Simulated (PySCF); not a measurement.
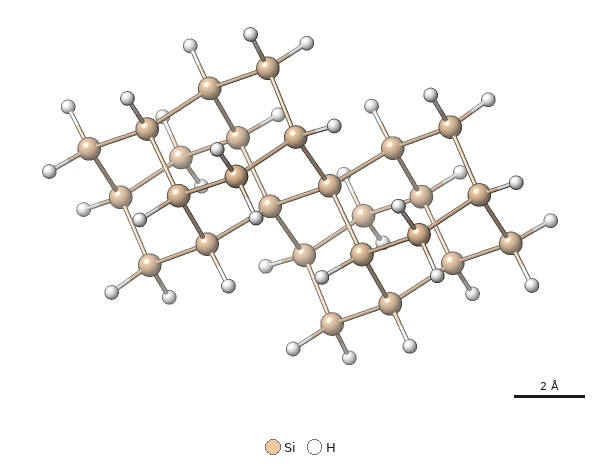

Figure 1. The structure as given in the input (ball-and-stick view, seen at a tilt).

## Run report: Si₂₆H₃₄, NMR shielding calculation

Si₂₆H₃₄, computed with GIAO KT3/pcSseg-1 NMR shielding, non-relativistic, gas phase (PySCF 2.14.0).

The geometry comes from this level: GFN2-xTB. Figures and captions count atoms from 1; the log counts them from 0 in places.

**Output**
```
start: PBE on a coarse grid of 59315 points
cycle   1  E = -7543.2820983354  dE =  1.402e+00  |g| = 4.137e-01  |ddm| = 8.172e+00
cycle   2  E = -7543.2995686935  dE = -1.747e-02  |g| = 3.062e-01  |ddm| = 1.043e+00
cycle   3  E = -7543.3089497857  dE = -9.381e-03  |g| = 2.214e-01  |ddm| = 1.045e+00
cycle   4  E = -7543.3276581679  dE = -1.871e-02  |g| = 3.689e-02  |ddm| = 5.693e-01
cycle   5  E = -7543.3280028875  dE = -3.447e-04  |g| = 2.263e-02  |ddm| = 1.329e-01
cycle   6  E = -7543.3281854293  dE = -1.825e-04  |g| = 7.105e-03  |ddm| = 6.118e-02
final grid: 441142 points
cycle   7  E = -7607.7358699619  dE = -1.403e-01  |g| = 6.132e-01  |ddm| = 1.654e+00
cycle   8  E = -7607.7503246833  dE = -1.445e-02  |g| = 2.872e-01  |ddm| = 8.178e-01
cycle   9  E = -7607.7549070427  dE = -4.582e-03  |g| = 5.483e-02  |ddm| = 3.665e-01
cycle  10  E = -7607.7560713387  dE = -1.164e-03  |g| = 1.269e-02  |ddm| = 1.434e-01
cycle  11  E = -7607.7561363223  dE = -6.498e-05  |g| = 4.860e-03  |ddm| = 3.708e-02
cycle  12  E = -7607.7561418586  dE = -5.536e-06  |g| = 1.196e-03  |ddm| = 1.431e-02
cycle  13  E = -7607.7561396541  dE =  2.204e-06  |g| = 4.079e-04  |ddm| = 3.213e-03
cycle  14  E = -7607.7561419515  dE = -2.297e-06  |g| = 1.115e-04  |ddm| = 1.022e-03
cycle  15  E = -7607.7561362199  dE =  5.732e-06  |g| = 2.035e-05  |ddm| = 2.862e-04
converged SCF energy = -7607.7561362199

GIAO shielding tensors (ppm)
atom      isotropic    diamagn.    paramagn.     s11        s22        s33       span
  0 Si     471.035     883.027    -411.992    464.440    470.002    478.662     14.222
  1 Si     466.027     883.735    -417.708    447.223    461.745    489.114     41.891
  2 Si     466.086     883.739    -417.653    446.973    461.795    489.490     42.517
  3 Si     453.599     880.860    -427.261    430.688    452.905    477.205     46.516
  4 Si     468.009     883.207    -415.199    446.945    473.292    483.788     36.843
  5 Si     484.222     884.129    -399.906    478.551    479.330    494.785     16.234
  6 Si     462.562     883.182    -420.620    443.244    459.928    484.514     41.270
  7 Si     474.614     883.413    -408.799    459.920    475.874    488.049     28.129
  8 Si     465.403     883.461    -418.058    440.354    464.117    491.739     51.385
  9 Si     471.082     883.030    -411.948    464.551    470.036    478.660     14.109
 10 Si     465.400     883.456    -418.056    440.159    464.197    491.845     51.686
 11 Si     467.994     883.209    -415.215    446.866    473.309    483.808     36.942
 12 Si     473.478     883.860    -410.382    469.404    474.072    476.958      7.554
 13 Si     467.947     883.215    -415.268    446.814    473.206    483.821     37.007
 14 Si     465.439     883.467    -418.028    440.295    464.267    491.756     51.461
 15 Si     465.507     883.470    -417.963    440.379    464.308    491.835     51.455
 16 Si     473.464     883.862    -410.398    469.341    474.038    477.012      7.670
 17 Si     471.157     883.034    -411.877    464.509    470.191    478.771     14.263
 18 Si     474.519     883.413    -408.894    459.668    475.954    487.937     28.268
 19 Si     484.281     884.120    -399.839    478.626    479.444    494.774     16.148
 20 Si     466.036     883.744    -417.709    447.172    461.794    489.140     41.968
 21 Si     462.473     883.183    -420.710    443.136    459.872    484.413     41.277
 22 Si     467.888     883.214    -415.325    446.645    473.230    483.790     37.145
 23 Si     465.988     883.747    -417.759    447.133    461.752    489.079     41.946
 24 Si     471.138     883.033    -411.895    464.574    469.985    478.855     14.280
 25 Si     453.563     880.858    -427.295    430.562    452.910    477.218     46.656
 26 H       27.681      32.224      -4.544     23.285     24.908     34.848     11.563
 27 H       27.784      31.234      -3.450     23.286     27.021     33.046      9.760
 28 H       27.889      31.055      -3.165     23.958     24.754     34.956     10.998
 29 H       27.788      31.244      -3.456     23.288     27.031     33.044      9.756
 30 H       27.892      31.054      -3.163     23.956     24.756     34.962     11.006
 31 H       27.358      32.388      -5.030     23.491     26.325     32.257      8.766
 32 H       27.954      30.189      -2.235     23.589     23.943     36.330     12.741
 33 H       27.840      30.071      -2.231     24.188     24.577     34.756     10.569
 34 H       27.841      30.074      -2.233     24.191     24.577     34.754     10.563
 35 H       27.695      33.019      -5.324     22.520     26.781     33.784     11.264
 36 H       27.673      31.380      -3.707     23.550     26.791     32.679      9.129
 37 H       27.870      31.235      -3.365     23.684     24.805     35.120     11.436
 38 H       27.684      32.229      -4.545     23.287     24.911     34.854     11.567
 39 H       27.869      31.229      -3.360     23.683     24.803     35.120     11.437
 40 H       27.673      31.378      -3.705     23.551     26.790     32.679      9.127
 41 H       27.357      32.390      -5.033     23.492     26.325     32.254      8.763
 42 H       27.774      31.823      -4.049     23.107     25.278     34.935     11.828
 43 H       27.354      32.390      -5.036     23.489     26.324     32.251      8.762
 44 H       27.870      31.234      -3.364     23.683     24.803     35.124     11.442
 45 H       27.674      31.385      -3.711     23.552     26.796     32.675      9.122
 46 H       27.873      31.238      -3.365     23.687     24.805     35.126     11.439
 47 H       27.677      31.385      -3.708     23.551     26.794     32.685      9.133
 48 H       27.773      31.821      -4.048     23.106     25.277     34.934     11.828
 49 H       27.686      32.228      -4.542     23.287     24.914     34.857     11.571
 50 H       27.690      33.018      -5.328     22.515     26.780     33.775     11.260
 51 H       27.956      30.177      -2.222     23.592     23.943     36.332     12.740
 52 H       27.889      31.057      -3.168     23.956     24.754     34.958     11.001
 53 H       27.785      31.241      -3.456     23.286     27.027     33.042      9.756
 54 H       27.837      30.070      -2.233     24.187     24.574     34.751     10.564
 55 H       27.838      30.073      -2.235     24.188     24.576     34.749     10.561
 56 H       27.355      32.392      -5.037     23.490     26.324     32.250      8.760
 57 H       27.784      31.241      -3.457     23.284     27.023     33.045      9.761
 58 H       27.888      31.060      -3.172     23.959     24.753     34.953     10.994
 59 H       27.686      32.231      -4.546     23.287     24.914     34.857     11.571
```

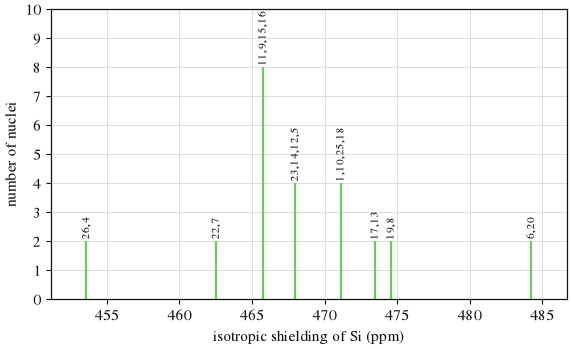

Figure 2. Isotropic shieldings of the silicon nuclei in this fixed geometry, labelled by atom number; shielding grows to the right, so chemical shift grows to the left. The least shielded is Si26 (453.6 ppm), the most shielded Si20 (484.3 ppm).

The run was set up as follows.

**Input file**
```
{"job": {"kind": "nmr", "xc": "KT3", "basis": "pcSseg-1", "pop": false}, "charge": 0, "multiplicity": 1}
Si    -3.390291    -0.631761    -2.063097
Si    -3.440442    -0.694981     3.403166
Si    -3.439228    -3.402846     0.694800
Si    -0.688761    -0.696723     0.696289
Si    -2.121908    -2.024969    -0.648656
Si    -4.780316    -2.058618     2.058140
Si    -6.125072    -0.705797     0.704319
Si    -0.727237     2.034417    -2.034566
Si    -2.043648     0.701781    -3.421795
Si    -3.391139     2.062459     0.631361
Si    -2.044361     3.421316    -0.700549
Si    -2.123037     0.647639     2.024853
Si    -4.779932     0.645364    -0.645985
Si     2.123464    -0.648314    -2.024560
Si     2.044016    -0.699173     3.422015
Si     2.045873    -3.421197     0.701057
Si     4.780687    -0.644143     0.646160
Si     3.391677    -2.062412    -0.630519
Si     0.728591    -2.034370     2.034553
Si     4.779718     2.059277    -2.058733
Si     3.440324     0.695446    -3.403264
Si     6.125672     0.706463    -0.705310
Si     2.123249     2.025536     0.648452
Si     3.440998     3.404225    -0.694657
Si     3.390710     0.632229     2.063499
Si     0.688598     0.696429    -0.696380
H     -4.266133    -1.480328    -2.897034
H     -2.589712    -1.500129     4.291162
H     -4.264640     0.086108     4.336741
H     -2.587394    -4.290016     1.499588
H     -4.260905    -4.339625    -0.085031
H     -1.201987    -2.831051    -1.475640
H     -5.641377    -2.907153     2.904995
H     -7.039844    -1.519510    -0.109121
H     -7.039577     0.107390     1.518524
H      0.185669     2.858825    -2.857629
H     -1.175733    -0.097611    -4.296492
H     -2.849461     1.483393    -4.372252
H     -4.267605     2.895137     1.480042
H     -2.849187     4.373086    -1.481789
H     -1.177036     4.296236     0.099326
H     -1.203087     1.474808     2.830806
H     -5.625667     1.500540    -1.501474
H      1.203088    -1.475338    -2.830509
H      2.847832    -1.479931     4.374809
H      1.175127     0.101347     4.294623
H      2.850137    -4.371749     1.483781
H      1.177650    -4.295870    -0.097622
H      5.626664    -1.499770     1.501082
H      4.267505    -2.895621    -1.479130
H     -0.185291    -2.857327     2.858599
H      5.640745     2.907055    -2.906116
H      4.263572    -0.085192    -4.338056
H      2.588292     1.500324    -4.290248
H      7.040761    -0.106830    -1.519123
H      7.039790     1.520787     0.108530
H      1.202371     2.831060     1.475273
H      2.589156     4.292506    -1.498362
H      4.264667     4.337551     0.087476
H      4.267313     1.480523     2.896158
```

The first line tells a small driver script what to run in PySCF; the rest is the geometry in Å.

Launch command:
```bash
OMP_NUM_THREADS=4 python <driver script> task.json out
```

**Results in brief**

```csv
quantity,value
outcome,converged
total energy,−7607.756136 hartree
HOMO,−6.31 eV
LUMO,−2.26 eV
dipole moment,0.01 D
"isotropic shielding, Si",453.6 to 484.3 ppm
"isotropic shielding, H",27.4 to 28.0 ppm
hardware,"4 CPU threads, shared host"
wall time,42 s (CPU time 2.4 min)
peak memory,2.3 GiB
```
